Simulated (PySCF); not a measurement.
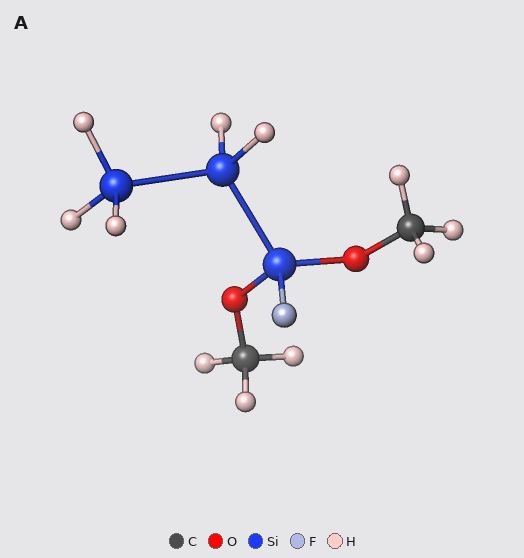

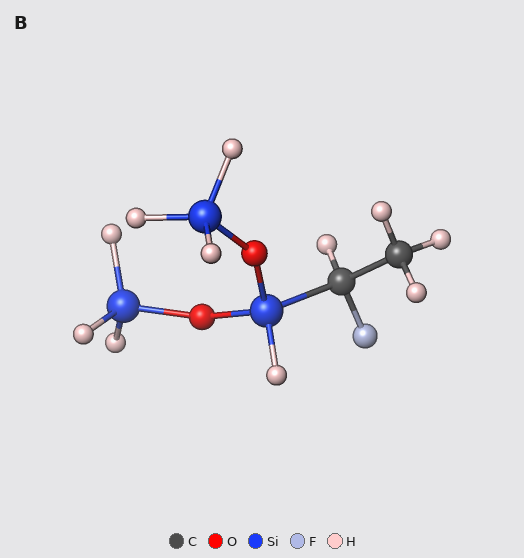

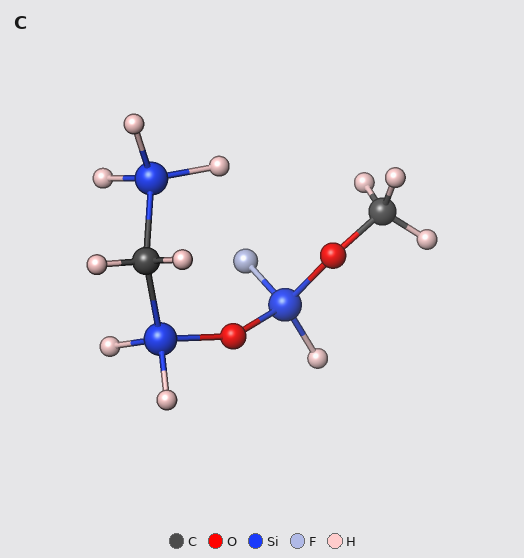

3 stationary structures of one formula. Geometries: GFN2-xTB. Electronic energies: PBE0/pcSseg-1 (PySCF 2.14.0), without zero-point energy. No frequency run is at hand to confirm each as a minimum. Each is one conformer, not always the lowest.

> How are they related?

They are constitutional isomers of C2H11FO2Si3: A `CO[Si](F)(OC)[SiH2][SiH3]`, B `C[C@@H](F)[SiH](O[SiH3])O[SiH3]`, C `CO[Si@H](F)O[SiH2]C[SiH3]`.

> Rank them by energy, lowest first.

C is lowest; B lies 27.3 kcal/mol above it, A lies 39.3 kcal/mol above it.

The geometry is semi-empirical. Around Si such bond lengths and angles can be off by a tenth of an ångström or more and by several degrees, and values that hang on the shape move with them.
